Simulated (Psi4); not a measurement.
# M06-2X/cc-pVTZ (sweep point 4) run of HOF (SMILES OF)

Aim: the vertical ionisation energy of HOF at M06-2X/cc-pVTZ (sweep point 4), from 2 runs. Input form: a Python script.

The calculation is run with Psi4 1.11.

4 further runs of the same task are left out: 4 set aside as unsound or not needed.

### 1 Starting point

HOF: 3 atoms, total charge 0, spin state singlet. SMILES: `OF`. Geometry: relaxed at PBE0-D4/def2-TZVP.

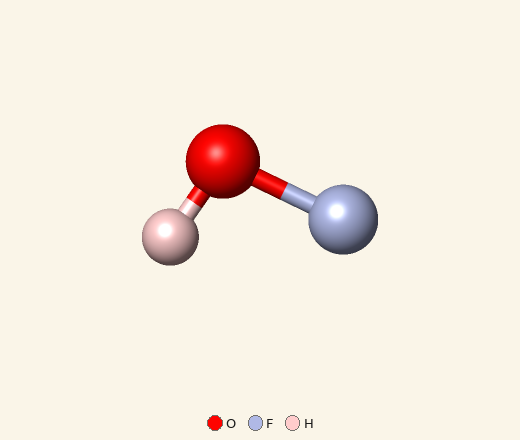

Viewed from a chosen angle; oxygen red, fluorine light blue, hydrogen pink.

### 2 The energy at M06-2X/cc-pVTZ (sweep point 4)

Input file calc.py:

```python
import psi4

psi4.set_memory(1600000000)
psi4.set_num_threads(1)
psi4.core.set_output_file('run.log', False)

mol = psi4.geometry("""
0 1
O      0.430590    -0.210340     0.216330
F     -0.221910     1.014620    -0.010980
H     -0.208690    -0.804280    -0.205350
symmetry c1
""")

options = {'puream': True, 'scf_type': 'pk', 'dft_radial_points': 99, 'dft_spherical_points': 590, 'd_convergence': 1e-05, 'e_convergence': 1e-05}
psi4.set_options(options)

result, w = psi4.energy("m06-2x/cc-pVTZ", molecule=mol, return_wfn=True)
print('E =', round(result, 9))
for k, v in sorted(psi4.core.scalar_variables().items()):
    print(f'{k:45s} {v:18.10f}')
```

Run with:

```
python calc.py
```

run.log (excerpt; [...] marks lines left out):

```text
[...]
  Running in c1 symmetry.
[...]
  Nuclear repulsion =   34.062701107921029
[...]
  Multiplicity = 1
[...]
  Nalpha       = 9
  Nbeta        = 9
[...]
    Number of basis functions: 74
[...]
   @RKS iter   1:  -175.51001745393273   -4.56327e-01   4.12474e-03 ADIIS/DIIS
[...]
   @RKS iter   6:  -175.54015522518384   -6.62646e-06   8.13544e-06 DIIS
[...]
    Orbital Energies [Eh]
    ---------------------
    Doubly Occupied:
       1A    -25.287989     2A    -19.735979     3A     -1.407687
       4A     -1.100083     5A     -0.659013     6A     -0.593397
       7A     -0.585637     8A     -0.479448     9A     -0.411841
[...]
  @RKS Final Energy:  -175.54015522518384
   => Energetics <=
    Nuclear Repulsion Energy =             34.0627011079210291
    One-Electron Energy =                -311.0371344301912586
    Two-Electron Energy =                 110.6943949652678896
    DFT Exchange-Correlation Energy =      -9.2601168681815160
    Empirical Dispersion Energy =           0.0000000000000000
    VV10 Nonlocal Energy =                  0.0000000000000000
    Total Energy =                       -175.5401552251838382
[...]
 Multipole Moments:
 ------------------------------------------------------------------------------------
     Multipole            Electronic (a.u.)      Nuclear  (a.u.)        Total (a.u.)
 ------------------------------------------------------------------------------------
 L = 1.  Multiply by 2.5417464519 to convert [e a0] to [Debye]
 Dipole X            :         -0.3583310           -0.0741923           -0.4325232
 Dipole Y            :          1.0668267           -1.7197104           -0.6528836
 Dipole Z            :         -0.0000000            0.0000000           -0.0000000
 Magnitude           :                                                    0.7831560
[...]
```

On the terminal:

```text
E = -175.540155225
CURRENT ENERGY                                   -175.5401552252
CURRENT REFERENCE ENERGY                         -175.5401552252
DD SOLVATION ENERGY                                 0.0000000000
DFT FUNCTIONAL TOTAL ENERGY                      -175.5401552252
DFT TOTAL ENERGY                                 -175.5401552252
DFT VV10 ENERGY                                     0.0000000000
DFT XC ENERGY                                      -9.2601168682
GRID ELECTRONS ALPHA                                9.0000000151
GRID ELECTRONS BETA                                 9.0000000151
GRID ELECTRONS TOTAL                               18.0000000303
NUCLEAR REPULSION ENERGY                           34.0627011079
ONE-ELECTRON ENERGY                              -311.0371344302
PCM POLARIZATION ENERGY                             0.0000000000
PE ENERGY                                           0.0000000000
SCF ITERATION ENERGY                             -175.5401552252
SCF ITERATIONS                                      6.0000000000
SCF TOTAL ENERGY                                 -175.5401552252
TWO-ELECTRON ENERGY                               110.6943949653
XC GRID RADIAL POINTS                              99.0000000000
XC GRID SPHERICAL POINTS                          590.0000000000
XC GRID TOTAL POINTS                           170570.0000000000
```

It took 8.4 s on 1 thread of Intel Xeon at 2.70GHz, shared host; peak memory 1.1 GiB.

### 3 The doublet cation at the same level

Input file job.py:

```python
import psi4

psi4.set_memory('1600 MB')
psi4.set_num_threads(1)
psi4.set_output_file('output.dat', False)

geom = psi4.geometry("""
1 2
O      0.430590    -0.210340     0.216330
F     -0.221910     1.014620    -0.010980
H     -0.208690    -0.804280    -0.205350
symmetry c1
""")

psi4.set_options({
    'basis': 'cc-pVTZ',
    'reference': 'uks',
    'puream': True,
    'scf_type': 'pk',
    'dft_radial_points': 99,
    'dft_spherical_points': 590,
    'd_convergence': 1e-05,
    'e_convergence': 1e-05,
    'maxiter': 100,
})

result = psi4.energy("m06-2x")
print(f'm06-2x energy: {result:.10f} Eh')
```

Run with:

```
python job.py
```

output.dat (excerpt; [...] marks lines left out):

```text
[...]
  Running in c1 symmetry.
[...]
  Nuclear repulsion =   34.062701107921029
[...]
  Multiplicity = 2
[...]
  Nalpha       = 9
  Nbeta        = 8
[...]
    Number of basis functions: 74
[...]
   @UKS iter   1:  -175.00401287190522    4.96772e-02   4.99318e-03 DIIS/ADIIS
[...]
   @UKS iter   9:  -175.05712190267298   -3.07342e-06   3.10208e-06 DIIS
[...]
   @S^2 Observed:                7.566619813E-01
[...]
    Orbital Energies [Eh]
    ---------------------
    Alpha Occupied:
       1A    -25.752378     2A    -20.270948     3A     -1.856459
       4A     -1.573260     5A     -1.101187     6A     -1.053883
       7A     -1.032120     8A     -0.912529     9A     -0.909058
    Alpha Virtual:
      10A     -0.407458    11A     -0.231070    12A      0.086122
      13A      0.236480    14A      0.236949    15A      0.237752
      16A      0.356397    17A      0.399250    18A      0.496162
      19A      0.499444    20A      0.576789    21A      0.641748
      22A      0.909156    23A      0.994128    24A      1.133090
      25A      1.249100    26A      1.356593    27A      1.481135
[...]
  @UKS Final Energy:  -175.05712190267298
   => Energetics <=
    Nuclear Repulsion Energy =             34.0627011079210291
    One-Electron Energy =                -303.0782520982417054
    Two-Electron Energy =                 102.9844510971516627
    DFT Exchange-Correlation Energy =      -9.0260220095039898
    Empirical Dispersion Energy =           0.0000000000000000
    VV10 Nonlocal Energy =                  0.0000000000000000
    Total Energy =                       -175.0571219026729750
[...]
 Multipole Moments:
 ------------------------------------------------------------------------------------
     Multipole            Electronic (a.u.)      Nuclear  (a.u.)        Total (a.u.)
 ------------------------------------------------------------------------------------
 L = 1.  Multiply by 2.5417464519 to convert [e a0] to [Debye]
 Dipole X            :         -0.2259779           -0.0741923           -0.3001701
 Dipole Y            :          0.5125473           -1.7197104           -1.2071631
 Dipole Z            :         -0.0000000            0.0000000           -0.0000000
 Magnitude           :                                                    1.2439232
[...]
```

On the terminal:

```text
m06-2x energy: -175.0571219027 Eh
```

It took 15 s on 1 thread of Intel Xeon at 2.70GHz, shared host; peak memory 1.1 GiB.

### 4 Summary of results

At M06-2X/cc-pVTZ (sweep point 4):

```
                                          quantity          value
                         singlet HOF: total energy  -175.54016 Eh
                        singlet HOF: dipole moment         1.99 D
                          singlet HOF: HOMO energy      -11.21 eV
                          singlet HOF: LUMO energy        0.73 eV
                        singlet HOF: HOMO–LUMO gap       11.94 eV
                      doublet cation: total energy  -175.05712 Eh
doublet cation: HOMO energy (highest over α and β)      -24.34 eV
 doublet cation: LUMO energy (lowest over α and β)      -15.22 eV
                              doublet cation: ⟨S²⟩          0.757
vertical ionisation energy (to the doublet cation)      13.144 eV
```

**Reading.** Removing an electron at fixed nuclei costs 13.14 eV (1268 kJ/mol). −ε(HOMO) before ionisation, 11.21 eV, is 1.94 eV below this ionisation energy.
